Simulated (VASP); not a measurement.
Band structure of TaSe$_{2}$ (space group R-3m). These are LDA (Ceperley-Alder, Perdew-Zunger), VASP's LDA PAW potentials (set 64) (plane waves; VASP) values and carry that method's errors.

Unless said otherwise, spin-orbit coupling is left out, though it shifts the bands of the heavy elements here.

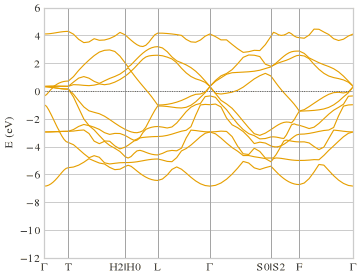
*Bands along high-symmetry lines, zero at the valence-band maximum or, without a gap, the Fermi level*

Read the plot: is there a gap, and where are the band edges?

It has no gap at this level: it comes out as a metal or semimetal. (Edges off the drawn lines would not show.)

The structure comes from a computed database's TaSe2 entry (R-3m); how it stands against other phases isn't given here. It was relaxed first, which changed the volume by -11 %. The electron count is odd and the run is not spin-polarised, which forces a metal.
